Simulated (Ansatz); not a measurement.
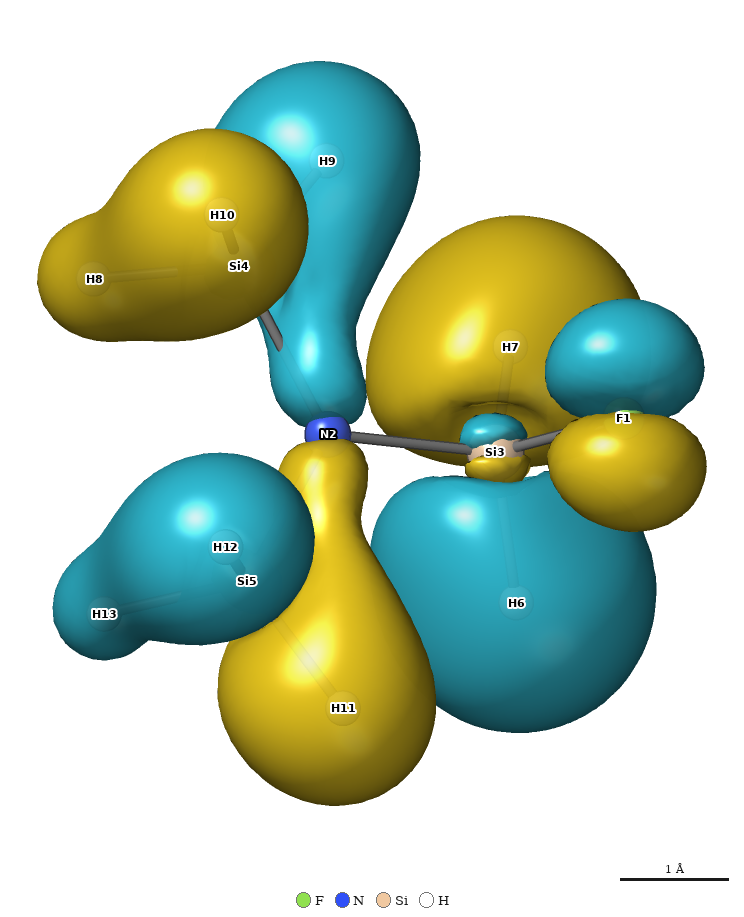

FH8NSi3 (SMILES F[SiH2]N([SiH3])[SiH3]). The HOMO−1 at ±0.06 Å⁻³ᐟ² (yellow and cyan are the two phases), seen at a tilt.

Geometry: B3LYP/def2-SVP.

These are results of isolated molecule in a Gaussian basis; Kohn-Sham density functional theory, functional PBE0 in Ansatz, not measurements.

```xyz
13

F    -0.9398   -2.3748   -0.1600
N    -1.3403    0.1748    0.8698
Si   -1.9609   -1.1037   -0.1334
Si   -0.2576    1.4088    0.2023
Si   -1.6792    0.2056    2.6092
H    -3.2432   -1.6001    0.4214
H    -2.0855   -0.6286   -1.5323
H    -0.8153    2.7702    0.4530
H    -0.1260    1.1809   -1.2624
H     1.0884    1.3382    0.8415
H    -2.5630   -0.9452    2.9396
H    -0.4156    0.1079    3.3961
H    -2.3554    1.4830    2.9808
```

Q: What is the character of this orbital?

A: Its weight (Hirshfeld) is mainly on Si3 (about 25 %), H6 (about 20 %), H7 (about 20 %), F1 (about 10 %), Si5 (about 5 %) and Si4 (about 5 %). Its energy is −9.41 eV.
